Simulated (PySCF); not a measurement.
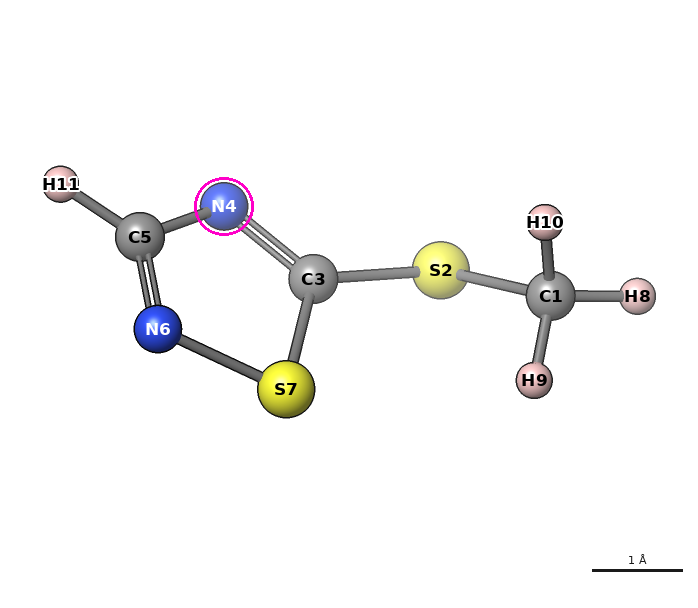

Orthographic view. Depth is shown by fading: the farther an atom, the more it takes the colour of the background. Geometry: an image of a reaction path computed with GFN2-xTB, not a minimum.

### Name the neighbours of the circled atom.

The circled atom is N4; it is bonded to C3, C5.

### Which two atoms are farthest apart in space?

H8 and H11, 6.68 Å.

### What is the shortest path along bonds from the circled atom to H8?

N4–C3–S2–C1–H8, 4 bonds; through space the two are 4.75 Å apart.

### Which atom is farthest from the viewer?

S2, 1.5 Å behind the mean position.
